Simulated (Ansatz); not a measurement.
# GeH3 (SMILES [GeH3]): UHF/STO-3G

What is the vertical doublet–quartet gap of GeH3 at UHF/STO-3G? 

The results are computed with Ansatz 0.2.0.

41 further runs of the same task are left out: 41 set aside as unsound or not needed.

### 1 Starting point

GeH3 has 4 atoms, charge 0, and is taken as a doublet. As SMILES, `[GeH3]`. The coordinates come from a PBE0-D4/def2-TZVP relaxation.

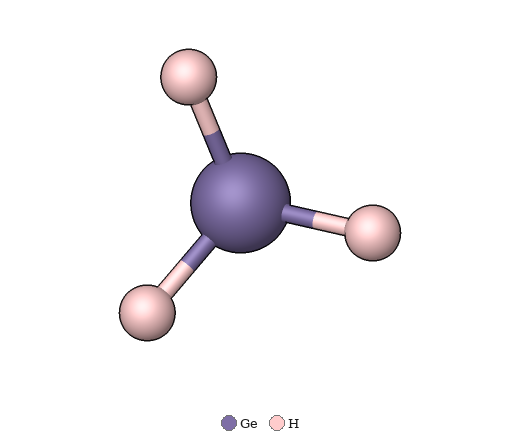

The structure, seen from a chosen angle (germanium purple, hydrogen pink).

### 2 A single-point energy at UHF/STO-3G

The input, run.yaml:

```yaml
crystal:
  periodic: [false, false, false]
  atoms:
    - symbol: Ge
      position_ang: [0.214600, -0.125900, -0.249400]
    - symbol: H
      position_ang: [1.055000, 0.109600, 1.018300]
    - symbol: H
      position_ang: [-0.882800, -1.175900, -0.000100]
    - symbol: H
      position_ang: [-0.386800, 1.192200, -0.768800]
basis:
  gaussian:
    orbitals: STO-3G
total_charge: 0
magnetization:
  spin_polarized: true
  initial_magnetization: 1
hamiltonian:
  xc: hf
accuracy: high
output: {orbitals: {seedname: orbitals}}
```

Run with:

```console
$ ansatz run run.yaml --threads 1 --pin off --max-ram 3480MiB --events-out events.jsonl --progress --plain --runs-dir runs
```

Log:

```text
Warning: RAYON_NUM_THREADS=1 ignored (pool sized by the plan → 1); use --threads N
Functional definition: HF
  name "HF"
  exchange = exact_x
  correlation = 0
263 factors; integrals over basis functions are off by at most 1.2e-8 eV
mean field evaluation 1: about -55876.6027 eV, gradient 4.4e0 eV
mean field evaluation 2: about -55876.6087 eV, gradient 4.4e0 eV
mean field evaluation 4: about -55876.9200 eV, gradient 5.2e-1 eV
mean field evaluation 8: about -55876.9286 eV, gradient 5.6e-7 eV
mean field -55876.92859105 eV, -2053.4392509786 hartree, gradient 5.5e-8 eV, S^2 0.753568; 0 other end points of the search recorded, 0 dependent functions left out
reference -55876.92859105 eV, -2053.4392509786 hartree; 18, 17 occupied and 3, 4 virtual orbitals, 263 factors
Total energy: -55876.92859105 eV, -2053.4392509786 hartree
```

Wall time 0.12 s (1 thread of Arm Neoverse V1, shared host).

### 3 The quartet, same level

The input, in.yaml:

```yaml
crystal:
  periodic: [false, false, false]
  atoms:
    - {symbol: Ge, position_ang: [0.214600, -0.125900, -0.249400]}
    - {symbol: H, position_ang: [1.055000, 0.109600, 1.018300]}
    - {symbol: H, position_ang: [-0.882800, -1.175900, -0.000100]}
    - {symbol: H, position_ang: [-0.386800, 1.192200, -0.768800]}
basis:
  gaussian:
    orbitals: STO-3G
magnetization:
  spin_polarized: true
  initial_magnetization: 3
hamiltonian:
  xc: hf
accuracy: high
output: {orbitals: {seedname: orbitals}}
```

Run with:

```console
$ ansatz run in.yaml --threads 1 --pin off --max-ram 3480MiB --events-out events.jsonl --progress --plain --runs-dir runs
```

Log:

```text
Warning: RAYON_NUM_THREADS=1 ignored (pool sized by the plan → 1); use --threads N
Functional definition: HF
  name "HF"
  exchange = exact_x
  correlation = 0
263 factors; integrals over basis functions are off by at most 1.2e-8 eV
mean field evaluation 1: about -55863.1951 eV, gradient 6.3e0 eV
mean field evaluation 2: about -55863.2634 eV, gradient 6.3e0 eV
mean field evaluation 4: about -55864.2398 eV, gradient 1.9e0 eV
mean field evaluation 8: about -55864.3049 eV, gradient 1.2e0 eV
mean field evaluation 16: about -55865.3661 eV, gradient 4.7e-5 eV
mean field evaluation 32: about -55865.3653 eV, gradient 1.2e-8 eV
mean field -55865.36607179 eV, -2053.0143362332 hartree, gradient 2.5e-8 eV, S^2 3.754081; 2 other end points of the search recorded, 0 dependent functions left out
reference -55865.36607179 eV, -2053.0143362332 hartree; 19, 16 occupied and 2, 5 virtual orbitals, 263 factors
Total energy: -55865.36607179 eV, -2053.0143362332 hartree
```

Wall time 0.2 s (1 thread of Arm Neoverse V1, shared host).

### 4 Outcome

At UHF/STO-3G:

| quantity | value |
| --- | --- |
| doublet: total energy | -2053.43925 Eh |
| doublet: HOMO energy (highest over α and β) | -6.60 eV |
| doublet: LUMO energy (lowest over α and β) | 5.54 eV |
| doublet: ⟨S²⟩ | 0.754 |
| quartet: total energy | -2053.01434 Eh |
| quartet: HOMO energy (highest over α and β) | 0.92 eV |
| quartet: LUMO energy (lowest over α and β) | 1.80 eV |
| quartet: ⟨S²⟩ | 3.754 |
| vertical energy of the quartet above the doublet | 11.563 eV |

**Reading.** At this shape the quartet lies 11.56 eV (1116 kJ/mol) above the doublet. In a minimal basis such a difference can be off by several eV, whatever the method.
